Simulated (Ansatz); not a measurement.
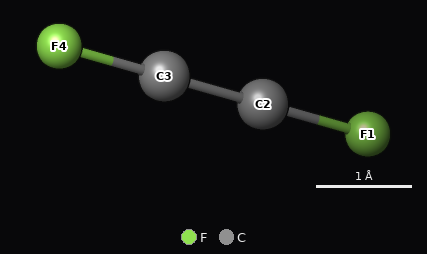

**Figure 1.** The structure as given in the input (ball-and-stick view, seen at a tilt; atoms are numbered from 1 in the order of the input). Bond lengths as drawn: C–C 1.21 Å and C–F 1.29 Å.

## Two runs on C2F2

System: C2F2.
Method of run 1: RKS LDA/def2-SVP (Ansatz 0.2.0).

Text and figures count atoms from 1; the logs count them from 0 in places.

**Input file, run 1**
```yaml
crystal:
  periodic: [false, false, false]
  atoms:
    - { symbol: F, position_ang: [0.0, 0.0, -1.89530492] }
    - { symbol: C, position_ang: [0.0, 0.0, -0.60508607] }
    - { symbol: C, position_ang: [0.0, 0.0, 0.60509323] }
    - { symbol: F, position_ang: [0.0, 0.0, 1.89530776] }
basis:
  gaussian: { orbitals: def2-SVP }
hamiltonian:
  xc: lda
relax:
  f_tol: 0.002
  max_steps: 150
```

Launched with:
```bash
ansatz run input.yaml --threads 2 --pin off --max-ram 5120MiB --backend cpu --events-out ev --progress --plain --runs-dir out
```

Hardware: 2 threads of Arm Neoverse V1, 24 GiB of memory available, shared host.

**Output, shortened to warnings, some set-up lines, iterations and results (run 1)**
```
[...]
mean field evaluation 1: about -7441.7684 eV, gradient 3.5e1 eV
mean field evaluation 2: about -7441.2105 eV, gradient 3.8e1 eV
mean field evaluation 4: about -7444.7173 eV, gradient 1.6e0 eV
mean field evaluation 8: about -7444.6832 eV, gradient 9.2e-3 eV
relax step   1: F+E_penalty+E_count = -7444.68322783 eV  Δ(F+E_penalty+E_count) = +0.000e0 eV  max|allowed force component| = 9.323e-1 eV/Å  Δτ_max = 0.0000 Å  (25 SCF iters, …
mean field evaluation 16: about -7444.7349 eV, gradient 4.1e-3 eV
relax step   2: F+E_penalty+E_count = -7444.69730825 eV  Δ(F+E_penalty+E_count) = -1.408e-2 eV  max|allowed force component| = 3.152e-1 eV/Å  Δτ_max = 0.0123 Å  (26 SCF …
relax step   3: F+E_penalty+E_count = -7444.69884517 eV  Δ(F+E_penalty+E_count) = -1.537e-3 eV  max|allowed force component| = 1.753e-2 eV/Å  Δτ_max = 0.0051 Å  (27 SCF …
mean field evaluation 32: about -7444.6988 eV, gradient 3.6e-2 eV
relax step   4: F+E_penalty+E_count = -7444.69884786 eV  Δ(F+E_penalty+E_count) = -2.686e-6 eV  max|allowed force component| = 2.373e-4 eV/Å  Δτ_max = 0.0002 Å  (18 SCF …
612 factors; their error is unknown
mean field -7444.69884786 eV, -273.5876364607 hartree, gradient 1.2e-5 eV, S^2 0.000000; 1 other end points of the search recorded, 0 dependent functions left out
the calculation of the forces begins
reference -7444.69886089 eV, -273.5876369396 hartree; 15, 15 occupied and 41, 41 virtual orbitals, 612 factors
Total energy: -7444.69886089 eV, -273.5876369396 hartree
Atom 0 at     0.000000     0.000000    -1.878037 Å, force    -0.000000     0.000000     0.000115 eV/Å
Atom 1 at     0.000000     0.000000    -0.603949 Å, force     0.000000    -0.000000    -0.000237 eV/Å
Atom 2 at    -0.000000    -0.000000     0.603956 Å, force    -0.000000     0.000000     0.000237 eV/Å
Atom 3 at     0.000000     0.000000     1.878040 Å, force    -0.000000    -0.000000    -0.000115 eV/Å
Dipole moment:    -0.000000    -0.000000    -0.000000 e Å
```

The input of run 2 differs as follows (lines with − go, lines with + come):
```diff
-  xc: lda
+  xc: pbe
+  dispersion: d4
```

What does this change do to the results?

The total energies belong to different models, so their difference says nothing on which is more stable or more accurate. The functional changes from LDA to PBE.

**Output (run 2)**
```
The last accepted step is kept in [file] (removed where the run ends without a failure and the disk answers)
Engine: ansatz 0.2.0, aarch64-unknown-linux-gnu
Functional definition: PBE
  parameter kappa = 0.804
  parameter beta = 0.06672455060314922
  exchange = pbe_x(kappa = kappa, mu = beta*pi^2/3)
  correlation = pbe_c(beta = beta)
612 factors; their error is unknown
mean field evaluation 1: about -7487.5787 eV, gradient 3.4e1 eV
mean field evaluation 2: about -7487.3843 eV, gradient 3.5e1 eV
mean field evaluation 4: about -7490.4023 eV, gradient 1.5e0 eV
mean field evaluation 8: about -7490.4020 eV, gradient 1.9e-2 eV
mean field evaluation 16: about -7490.3695 eV, gradient 2.3e-5 eV
mean field -7490.36950088 eV, -275.2660020024 hartree, gradient 2.3e-5 eV, S^2 0.000000; 0 other end points of the search recorded, 0 dependent functions left out
the calculation of the forces begins
reference -7490.36951477 eV, -275.2660025128 hartree; 15, 15 occupied and 41, 41 virtual orbitals, 612 factors
relax step   1: F+E_penalty+E_count = -7490.41305993 eV  Δ(F+E_penalty+E_count) = +0.000e0 eV  max|allowed force component| = 3.610e-3 eV/Å  Δτ_max = 0.0000 Å  (25 SCF iters, accepted)
these checks for a lower state are left out or cut short: starts, cluster_reference, orbital_swaps, neighbouring_geometries, increment
612 factors; their error is unknown
mean field -7490.36950097 eV, -275.2660020057 hartree, gradient 8.7e-6 eV, S^2 0.000000; 0 other end points of the search recorded, 0 dependent functions left out
the calculation of the forces begins
reference -7490.36951486 eV, -275.2660025162 hartree; 15, 15 occupied and 41, 41 virtual orbitals, 612 factors
relax step   2: F+E_penalty+E_count = -7490.41305998 eV  Δ(F+E_penalty+E_count) = -4.930e-8 eV  max|allowed force component| = 3.790e-4 eV/Å  Δτ_max = 0.0000 Å  (18 SCF iters, accepted)
612 factors; their error is unknown
mean field evaluation 32: about -7490.3695 eV, gradient 1.0e-1 eV
mean field -7490.36950097 eV, -275.2660020057 hartree, gradient 8.9e-6 eV, S^2 0.000000; 1 other end points of the search recorded, 0 dependent functions left out
the calculation of the forces begins
reference -7490.36951486 eV, -275.2660025162 hartree; 15, 15 occupied and 41, 41 virtual orbitals, 612 factors
Total energy: -7490.41307387 eV, -275.2676032803 hartree
Atom 0 at     0.000000    -0.000000    -1.895304 Å, force    -0.000000    -0.000000     0.000379 eV/Å
Atom 1 at    -0.000000     0.000000    -0.605098 Å, force     0.000000     0.000000    -0.000288 eV/Å
Atom 2 at    -0.000000     0.000000     0.605106 Å, force     0.000000     0.000000     0.000288 eV/Å
Atom 3 at     0.000000    -0.000000     1.895307 Å, force    -0.000000    -0.000000    -0.000379 eV/Å
Dipole moment:     0.000000    -0.000000    -0.000000 e Å
```

**The two runs side by side**

```csv
quantity,run 1,run 2
outcome,converged,converged
total energy (hartree),−273.587637,−275.267603
largest force (eV/Å),0.000,0.000
basis functions,56,56
wall time (shared host),1.5 s,1.4 s
```
